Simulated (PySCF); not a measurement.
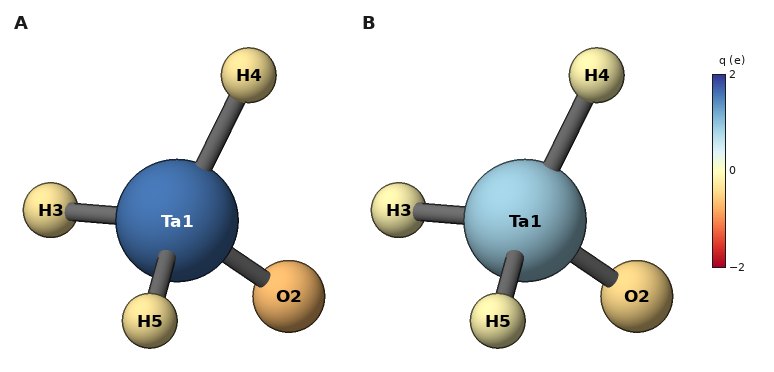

Atomic charges of one calculation by 2 schemes, on one colour scale. The species is neutral and a spin singlet. The computed structure is the end point of a PBE0/def2-TZVP with core potentials optimisation. Level of theory: PBE0/def2-TZVP, core potentials on Ta (PySCF 2.14.0).

The schemes are Mulliken, atomic polar tensor. Which panel shows which?

Answer. A atomic polar tensor, B Mulliken.

List the charges (e), one line for each set of equivalent atoms.

```csv
atom,atomic polar tensor,Mulliken
Ta1,1.58,0.87
O2,−0.67,−0.45
"H3, H4, H5",−0.30,−0.14
```

The search tried a few shapes and spins; others may lie lower.
